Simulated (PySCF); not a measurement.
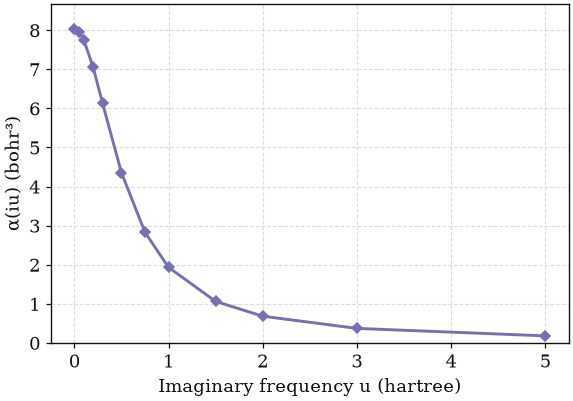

*Dipole polarisability at imaginary frequency of P²⁺ ([Ne] 3s 3p²). Coupled response at the LC-wPBE level; PySCF, aug-cc-pV(Q+d)Z, non-relativistic, unrestricted single determinants, no spin-orbit coupling.*

The static dipole polarisability is 8.03 bohr³; α(iu) falls to half of it near u = 0.55 hartree. The Casimir–Polder integral gives C₆ = 26.8 hartree bohr⁶ for two such species.

**Run report: P²⁺, atomic calculation**

- system: P²⁺, configuration 1s2 2s2 2p6 3s1 3p2, multiplicity 4.
- method: unrestricted LC-wPBE, aug-cc-pV(Q+d)Z, non-relativistic, point nucleus (PySCF)

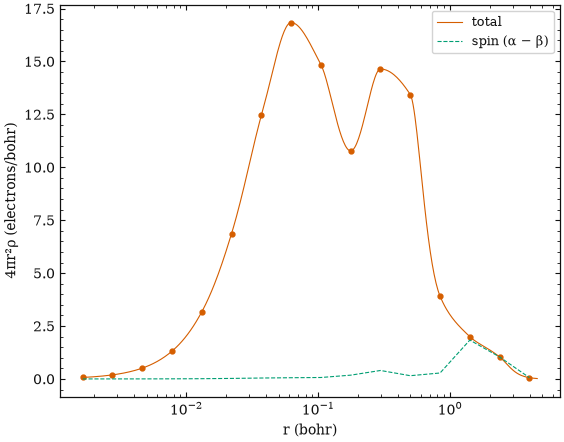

*Spherically averaged radial density 4πr²ρ of the mean field and its spin part; markers are the stored points, which are sparse, and the line is a monotone interpolation between them.*

The largest stored value is 16.8 electrons/bohr at r = 0.062 bohr. Root-mean-square radii of the shells: 1s 0.120, 2p 0.543, 2s 0.568, 3s 1.86, 3p 2.06 bohr.

Input and output of the run follow.

## Input file
```python
from pyscf import gto, scf, dft, mp, cc
import basis_set_exchange as bse
mol = gto.M(atom="P 0 0 0", charge=2, spin=3, symmetry="D2h",
            basis=gto.basis.parse(bse.get_basis("aug-cc-pV(Q+d)Z", elements=["P"], fmt="nwchem")))
mf = dft.UKS(mol, xc="LC_WPBE")
mf.irrep_nelec = {'Ag': (3, 2), 'B1u': (2, 1), 'B2u': (2, 1), 'B3u': (1, 1)}
mf.kernel()
```

The script is an equivalent of what the driver set up; the driver started from orbitals of its own, so the log can be shorter than this script's would be, and it computed the properties (radii, ⟨L²⟩, response) afterwards. It held the occupations shell by shell, which the script's counts by irreducible representation don't always enforce.

## Log (extracts)
```
damping factor = 0
level_shift factor = 0
DIIS = <class 'pyscf.scf.diis.CDIIS'>
diis_start_cycle = 1
diis_space = 10
diis_damp = 0
SCF conv_tol = 1e-09
SCF conv_tol_grad = None
number electrons alpha = 8  beta = 5
XC functionals = LC_WPBE
    O. A. Vydrov and G. E. Scuseria.,  J. Chem. Phys. 125, 234109 (2006)
cycle= 1 E= -339.799482400186  delta_E= -0.00511  |g|= 0.0329  |ddm|= 1.14
cycle= 2 E= -339.799660234697  delta_E= -0.000178  |g|= 0.00839  |ddm|= 0.395
cycle= 3 E= -339.799670024012  delta_E= -9.79e-06  |g|= 0.000861  |ddm|= 0.0763
cycle= 4 E= -339.799670718245  delta_E= -6.94e-07  |g|= 8.1e-05  |ddm|= 0.0039
cycle= 5 E= -339.799670724378  delta_E= -6.13e-09  |g|= 5.74e-06  |ddm|= 0.000287
cycle= 6 E= -339.799670724401  delta_E= -2.27e-11  |g|= 3.48e-07  |ddm|= 0.000119
converged SCF energy = -339.799670724401  <S^2> = 3.7500136  2S+1 = 4.0000068
```

## Key numbers

- outcome: converged
- total energy: −339.799671 hartree
- kinetic energy: 338.611982 hartree
- ⟨S²⟩: 3.750
- ⟨L²⟩: 2.00
- static polarisability: 8.03 bohr³
- C₆ of the like pair: 26.8 hartree bohr⁶
- SCF iterations: 6
- hardware: 1 CPU thread, shared host
- CPU time: 18 s (integrals apart)

## Notes

This is not the ground configuration of the species.
